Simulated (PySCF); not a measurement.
```xyz
5

N    -0.4058    0.1510    0.2484
O     0.7880   -0.2585   -0.3865
H    -1.0525   -0.6275    0.1291
H    -0.7676    0.9115   -0.3255
H     1.4551   -0.1708    0.3002
```

Geometry: PBE0-D3(BJ)/def2-SVPD.

All numbers below come from PySCF, DFT single point, gas phase, functional wB97X.

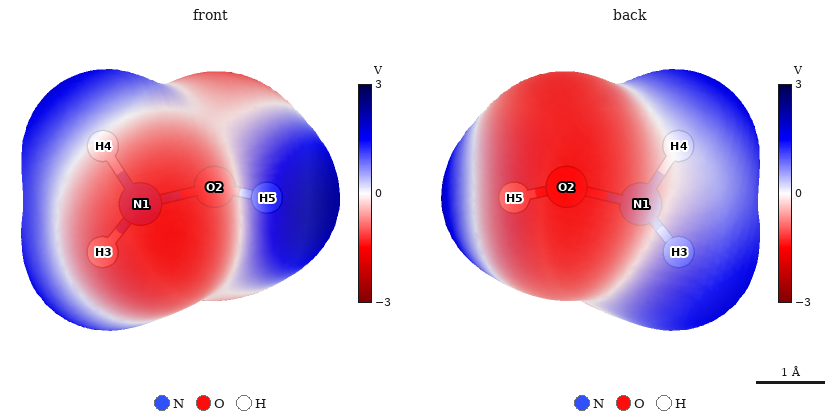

H3NO (hydroxylamine). The electrostatic potential painted on the density surface at 0.002 e/bohr³, seen from the front and from behind; red is negative and blue positive.

**Which sites attract a positive test charge, and which a negative one?**

A positive charge is drawn to the negative regions and a negative charge to the positive ones. The most negative region (about −1.5 V, or −35 kcal/mol for a unit charge) lies over N1 and O2, the most positive (about +2.3 V, or +53 kcal/mol for a unit charge) over H5.

**How polar is the molecule by this calculation?**

Its dipole moment is 0.57 D.
